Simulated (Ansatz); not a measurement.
# GeH$_{4}$···H (doublet): what the fields show

```yaml
atoms:
  - { symbol: Ge, position_ang: [0.0003, 0.0000, -0.0715] }
  - { symbol: H, position_ang: [0.0002, 0.0000, 1.4870] }
  - { symbol: H, position_ang: [1.4611, 0.0000, -0.5857] }
  - { symbol: H, position_ang: [-0.7300, 1.2650, -0.5859] }
  - { symbol: H, position_ang: [-0.7300, -1.2650, -0.5859] }
  - { symbol: H, position_ang: [-0.0001, 0.0000, 3.3536] }
```

The calculation used Ansatz 0.2.0, UKS PBE-D4/def2-SVP.

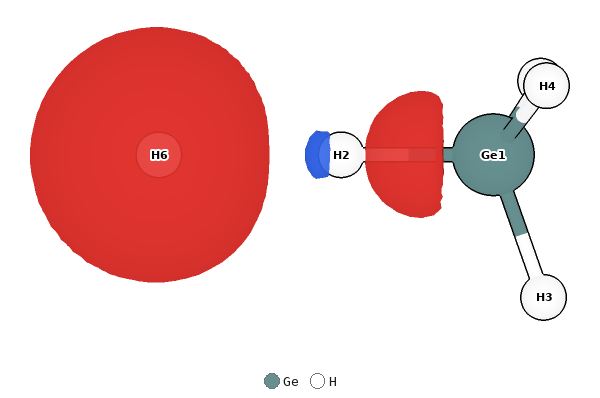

Figure 1. Isosurfaces of the spin density at +0.015 (red) and −0.015 e/Å³ (blue), seen across its widest extent.

### Where is the unpaired spin?

The unpaired spin (1 electron) lies mostly on H6 (about 0.9), in electrons by Hirshfeld's partition.

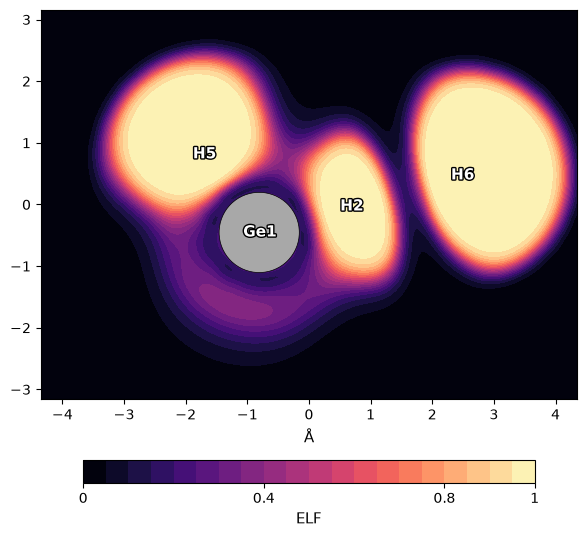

Figure 2. ELF on the plane of atoms H2, Ge1 and H5. Grey discs cover the atomic cores.

### Describe what can be read from this map.

- The section cuts through Ge and H sites.
- H2···H6 (1.87 Å): the ELF dips to about 0.20 between them.
- Ge–H (1.56 Å): the ELF climbs to about 1 towards the hydrogen.

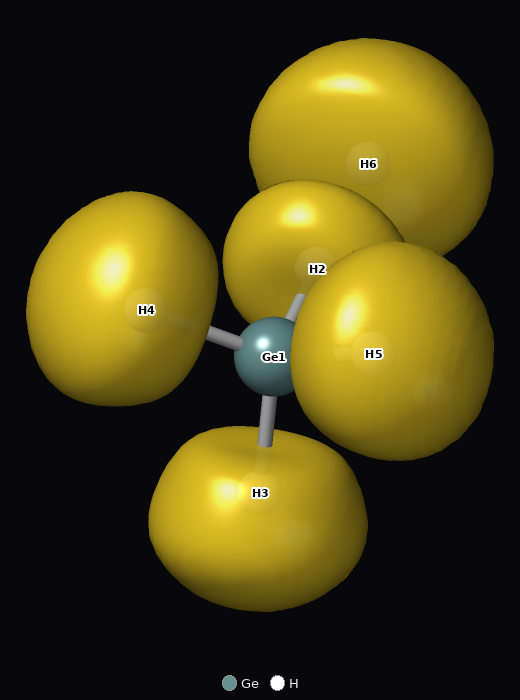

Figure 3. Isosurface of the ELF at 0.8 (yellow), seen at an oblique angle. Only the valence region is drawn (cores and ρ < 0.01 e/Å³ removed).

### Where are the electrons localised?

At this value the surface marks out five regions around hydrogen nuclei.


 Ge–H (1.55 Å): the ELF climbs to about 1 towards the hydrogen.
